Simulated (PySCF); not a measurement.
# Te: atomic calculation

System: Te, configuration 1s2 2s2 2p6 3s2 3p6 3d10 4s2 4p6 4d10 5s2 5p3 6s1, multiplicity 5.
Method: unrestricted LDA, def2-TZVPPD with ECP28, scalar-relativistic core potential (PySCF).

## The program's output (extracts)
```
damping factor = 0
level_shift factor = 0
DIIS = <class 'pyscf.scf.diis.CDIIS'>
diis_start_cycle = 1
diis_space = 10
diis_damp = 0
SCF conv_tol = 1e-09
SCF conv_tol_grad = None
number electrons alpha = 14  beta = 10
XC functionals = LDA,VWN
    P. A. M. Dirac.,  Math. Proc. Cambridge Philos. Soc. 26, 376 (1930)
    F. Bloch.,  Z. Phys. 57, 545 (1929)
    S. H. Vosko, L. Wilk, and M. Nusair.,  Can. J. Phys. 58, 1200 (1980)
cycle= 1 E= -267.386418251601  delta_E= -0.0103  |g|= 0.0731  |ddm|= 1.02
cycle= 2 E= -267.386975031408  delta_E= -0.000557  |g|= 0.0469  |ddm|= 0.134
cycle= 3 E= -267.387382720555  delta_E= -0.000408  |g|= 0.00375  |ddm|= 0.0661
cycle= 4 E= -267.387389667735  delta_E= -6.95e-06  |g|= 2.92e-05  |ddm|= 0.02
cycle= 5 E= -267.387389668267  delta_E= -5.33e-10  |g|= 7.95e-07  |ddm|= 0.000122
converged SCF energy = -267.387389668267  <S^2> = 6.0004643  2S+1 = 5.0001857
```

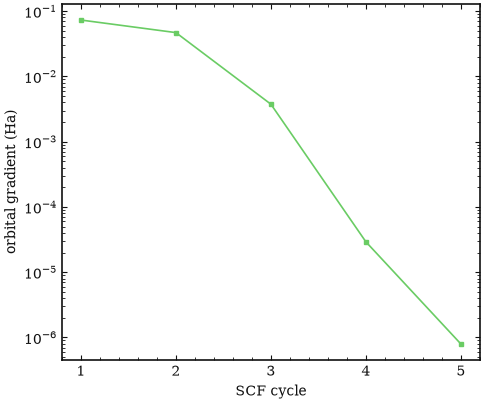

Figure 1. Convergence: orbital gradient against the SCF cycle. The residual falls at every step. It goes from 0.073 to 8.0×10⁻⁷ in 5 steps.

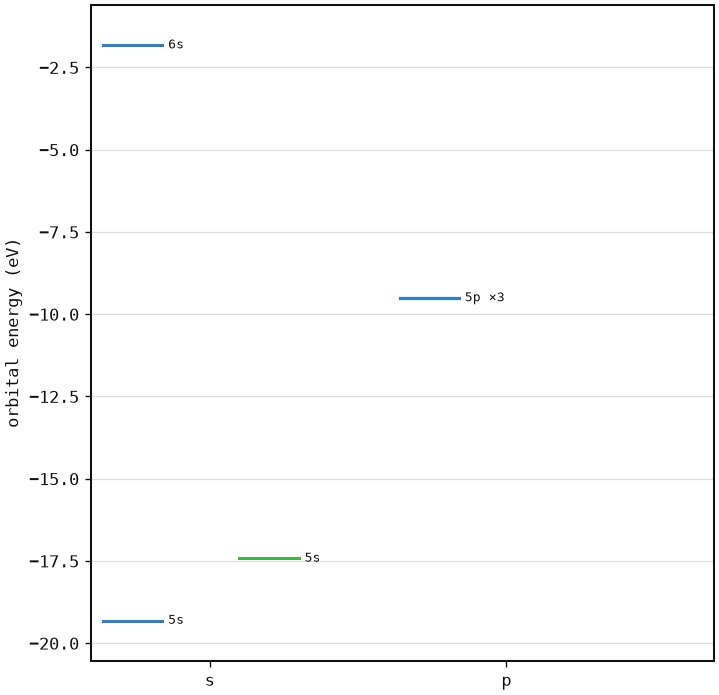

Figure 2. Orbital energies of the mean field, from the top down to −19.3 eV, by angular momentum, α spin at the left of each column and β at the right; ×n counts the orbitals under one label. Empty levels that the record names by l alone aren't drawn. The highest filled orbital is 6s α at −1.82 eV, the lowest empty one p β at −7.56 eV.

## Input
```python
from pyscf import gto, scf, dft, mp, cc
mol = gto.M(atom="Te 0 0 0", charge=0, spin=4, symmetry="D2h",
            basis="def2-TZVPPD",
            ecp="def2-TZVPPD")
mf = dft.UKS(mol, xc="LDA,VWN")
mf.irrep_nelec = {'Ag': (5, 4), 'B1g': (1, 1), 'B2g': (1, 1), 'B3g': (1, 1), 'B1u': (2, 1), 'B2u': (2, 1), 'B3u': (2, 1)}
mf.kernel()
```

The script is an equivalent of what the driver set up; the driver started from orbitals of its own, so the log can be shorter than this script's would be, and it computed the properties (radii, ⟨L²⟩, response) afterwards. It held the occupations shell by shell, which the script's counts by irreducible representation don't always enforce.

## Key numbers

- outcome: converged
- total energy (valence electrons, under a core potential): −267.387390 hartree
- ⟨S²⟩: 6.000
- SCF iterations: 5
- hardware: 1 CPU thread, shared host

## Remarks

This is not the ground configuration of the species.
